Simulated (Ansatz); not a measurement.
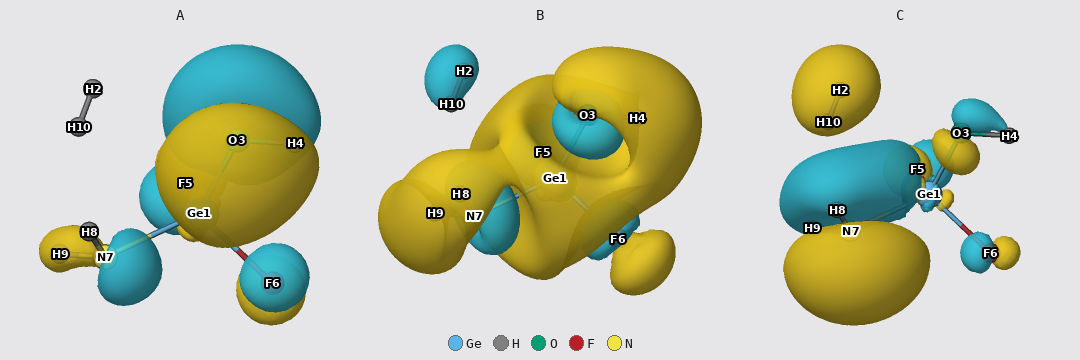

F2GeH3NO···H2. Three frontier orbitals at ±0.06 Å⁻³ᐟ² (yellow and cyan are the two phases), in no order.

Not at a stationary point (largest force 1.8 eV/Å).

These are results of RKS r2SCAN-D4/def2-SVP in Ansatz 0.2.0, not measurements.

```xyz
10

Ge   -0.5166   -0.0741   -0.3957
H     0.0071    0.8225    2.1576
O     0.8727   -0.9417    0.2114
H     1.4351   -1.2496   -0.5146
F    -0.2727    1.6294   -0.5090
F    -0.6607   -0.5200   -2.0574
N    -2.0681   -0.4477    0.5642
H    -1.8887   -1.1021    1.3235
H    -2.5172    0.3903    0.9271
H    -0.6412    0.5409    2.0345
```

> Which picture is the HOMO−1, the HOMO and the LUMO?

A is the HOMO−1 (−8.42 eV). Its weight (Hirshfeld) is mainly on O3 (about 80 %) and Ge1 (about 10 %); largely a lone pair of O3. C is the HOMO (−7.01 eV). It lies mainly on N7 (about 70 %) and Ge1 (about 10 %); largely a lone pair of N7. B is the LUMO (−0.81 eV). Its weight (Hirshfeld) is mainly on Ge1 (about 35 %), N7 (about 15 %), O3 (about 15 %), F5 (about 10 %) and F6 (about 10 %).

> What is the HOMO–LUMO gap?

6.20 eV between the orbital energies.
